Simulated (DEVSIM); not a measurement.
System: Si p+/n-/n+ power diode, at 300 K.

| layer (left to right) | material | thickness (μm) | Nd (cm⁻³) | Na (cm⁻³) | τn (s) | τp (s) |
|---|---|---|---|---|---|---|
| 1 | Si | 1.90 | - | 1.5e18 | 4.2e-6 | 4.2e-6 |
| 2 | Si | 12.0 | 1.4e14 | - | 4.2e-6 | 4.2e-6 |
| 3 | Si | 8.70 | 1.2e18 | - | 4.2e-6 | 4.2e-6 |

Left contact: ohmic. Right contact: ohmic. Voltage is applied to the left contact. Recombination: SRH at mid-gap. Mobility is μmin + (μ − μmin)/(1 + (N/Nref)^α).

The device is made up for the run: typed textbook-type constants, with dimensions and the other settings drawn at random. Values at 300 K.

| parameter | Si |
|---|---|
| gap (eV) | 1.124 |
| affinity (eV) | 4.05 |
| permittivity | 11.7 |
| Nc (cm⁻³) | 2.86e19 |
| Nv (cm⁻³) | 3.1e19 |
| μn (cm²/Vs) | 1417 |
| μp (cm²/Vs) | 470 |
| μn,min | 52 |
| μp,min | 45 |
| Nref,n | 9.7e16 |
| Nref,p | 2.2e17 |
| αn | 0.68 |
| αp | 0.72 |

Simulated with DEVSIM: 1D drift-diffusion, Boltzmann statistics, complete ionisation; no tunnelling, impact ionisation, image-force lowering or self-heating.

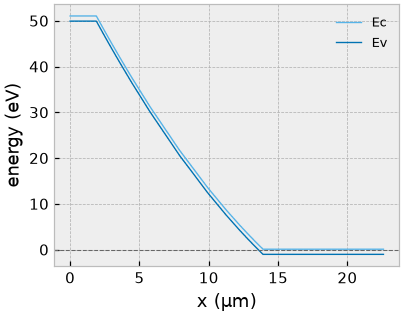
Band edges at -50.0 V on the left contact

Energies count from the Fermi level of the right contact; mesh points crowd at the junctions.

```json
[
 {"x (μm)": "0.000", "Ec (eV)": "51.046", "Ev (eV)": "49.922", "n (cm⁻³)": "< 1e2", "p (cm⁻³)": "1.5e18", "field (V/cm)": "≈ 0"},
 {"x (μm)": "0.05992", "Ec (eV)": "51.046", "Ev (eV)": "49.922", "n (cm⁻³)": "< 1e2", "p (cm⁻³)": "1.5e18", "field (V/cm)": "≈ 0"},
 {"x (μm)": "0.2655", "Ec (eV)": "51.046", "Ev (eV)": "49.922", "n (cm⁻³)": "< 1e2", "p (cm⁻³)": "1.5e18", "field (V/cm)": "≈ 0"},
 {"x (μm)": "0.9500", "Ec (eV)": "51.046", "Ev (eV)": "49.922", "n (cm⁻³)": "< 1e2", "p (cm⁻³)": "1.5e18", "field (V/cm)": "≈ 0"},
 {"x (μm)": "1.741", "Ec (eV)": "51.046", "Ev (eV)": "49.922", "n (cm⁻³)": "< 1e2", "p (cm⁻³)": "1.5e18", "field (V/cm)": "≈ 0"},
 {"x (μm)": "1.871", "Ec (eV)": "51.046", "Ev (eV)": "49.922", "n (cm⁻³)": "< 1e2", "p (cm⁻³)": "1.5e18", "field (V/cm)": "-25"},
 {"x (μm)": "1.914", "Ec (eV)": "50.927", "Ev (eV)": "49.803", "n (cm⁻³)": "< 1e2", "p (cm⁻³)": "1.5e16", "field (V/cm)": "-56000"},
 {"x (μm)": "2.084", "Ec (eV)": "49.987", "Ev (eV)": "48.863", "n (cm⁻³)": "190", "p (cm⁻³)": "58000", "field (V/cm)": "-55000"},
 {"x (μm)": "2.609", "Ec (eV)": "47.129", "Ev (eV)": "46.005", "n (cm⁻³)": "1100", "p (cm⁻³)": "57000", "field (V/cm)": "-54000"},
 {"x (μm)": "4.461", "Ec (eV)": "37.527", "Ev (eV)": "36.403", "n (cm⁻³)": "4700", "p (cm⁻³)": "51000", "field (V/cm)": "-50000"},
 {"x (μm)": "9.912", "Ec (eV)": "13.577", "Ev (eV)": "12.453", "n (cm⁻³)": "19000", "p (cm⁻³)": "28000", "field (V/cm)": "-38000"},
 {"x (μm)": "13.20", "Ec (eV)": "2.254", "Ev (eV)": "1.130", "n (cm⁻³)": "33000", "p (cm⁻³)": "5100", "field (V/cm)": "-31000"},
 {"x (μm)": "13.72", "Ec (eV)": "0.672", "Ev (eV)": "-0.452", "n (cm⁻³)": "1.5e8", "p (cm⁻³)": "490", "field (V/cm)": "-30000"},
 {"x (μm)": "13.87", "Ec (eV)": "0.234", "Ev (eV)": "-0.890", "n (cm⁻³)": "3.4e15", "p (cm⁻³)": "< 1e2", "field (V/cm)": "-30000"},
 {"x (μm)": "13.93", "Ec (eV)": "0.082", "Ev (eV)": "-1.042", "n (cm⁻³)": "1.2e18", "p (cm⁻³)": "< 1e2", "field (V/cm)": "-47"},
 {"x (μm)": "14.06", "Ec (eV)": "0.082", "Ev (eV)": "-1.042", "n (cm⁻³)": "1.2e18", "p (cm⁻³)": "< 1e2", "field (V/cm)": "≈ 0"},
 {"x (μm)": "14.55", "Ec (eV)": "0.082", "Ev (eV)": "-1.042", "n (cm⁻³)": "1.2e18", "p (cm⁻³)": "< 1e2", "field (V/cm)": "≈ 0"},
 {"x (μm)": "16.25", "Ec (eV)": "0.082", "Ev (eV)": "-1.042", "n (cm⁻³)": "1.2e18", "p (cm⁻³)": "< 1e2", "field (V/cm)": "≈ 0"},
 {"x (μm)": "21.04", "Ec (eV)": "0.082", "Ev (eV)": "-1.042", "n (cm⁻³)": "1.2e18", "p (cm⁻³)": "< 1e2", "field (V/cm)": "≈ 0"},
 {"x (μm)": "22.17", "Ec (eV)": "0.082", "Ev (eV)": "-1.042", "n (cm⁻³)": "1.2e18", "p (cm⁻³)": "< 1e2", "field (V/cm)": "≈ 0"},
 {"x (μm)": "22.50", "Ec (eV)": "0.082", "Ev (eV)": "-1.042", "n (cm⁻³)": "1.2e18", "p (cm⁻³)": "< 1e2", "field (V/cm)": "≈ 0"},
 {"x (μm)": "22.60", "Ec (eV)": "0.082", "Ev (eV)": "-1.042", "n (cm⁻³)": "1.2e18", "p (cm⁻³)": "< 1e2", "field (V/cm)": "≈ 0"}
]
```
